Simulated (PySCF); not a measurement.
CH7SSb, SMILES `CS.[SbH3]`.

Level of theory: TPSS/def2-SVP (PySCF), at a geometry from GFN2-xTB. Core potentials replace the inner electrons of Sb; spin–orbit coupling isn't included. GFN2-xTB bond lengths at metals and heavier atoms can be off by up to 0.1 Å and shapes distorted, which carries into these values.

Cartesian coordinates (Å):

```
C1      -2.5825   -1.0798   -0.0145
S2      -2.1929    0.6910    0.0860
H3      -3.5337   -1.2133   -0.5195
H4      -2.6510   -1.4367    1.0078
H5      -1.7836   -1.6000   -0.5355
H6      -2.2043    0.9168   -1.2247
Sb7      1.1226    0.0316    0.0122
H8       0.4950   -1.2339    0.9380
H9       2.5223   -0.8980   -0.2094
H10      0.4828   -0.7216   -1.3693
```

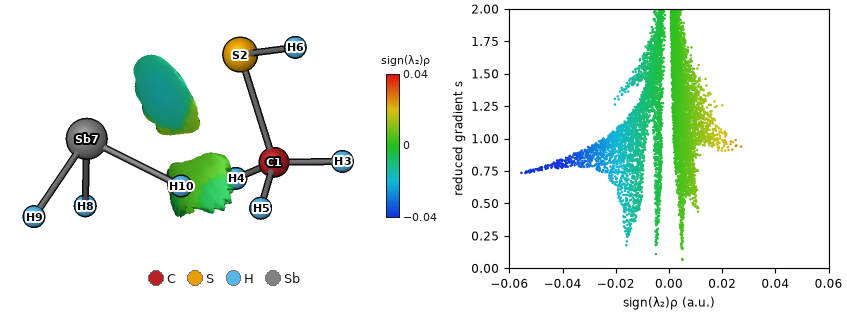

Non-covalent interaction surfaces between the fragments (reduced density gradient s = 0.5, coloured by sign(λ₂)ρ in a.u.; trimmed to the region between the fragments where ρ is under 0.06 a.u.). Fragment A: H4CS (atoms 1–6); fragment B: SbH3. The plot gives s against sign(λ₂)ρ for grid points between the fragments.

### Which interactions hold the two fragments together?

Bond critical points between the fragments: S2···Sb7, 3.38 Å, ρ = 0.016 a.u. It appears blue-green. The pose is a local one from a semi-empirical search, not shown to be the most stable.

### How strongly are they bound?

The counterpoise-corrected interaction energy of the frozen fragments is 0.0 kcal/mol without dispersion correction and −2.9 kcal/mol with D3(BJ). The pair geometry is semi-empirical, not a minimum at this level.
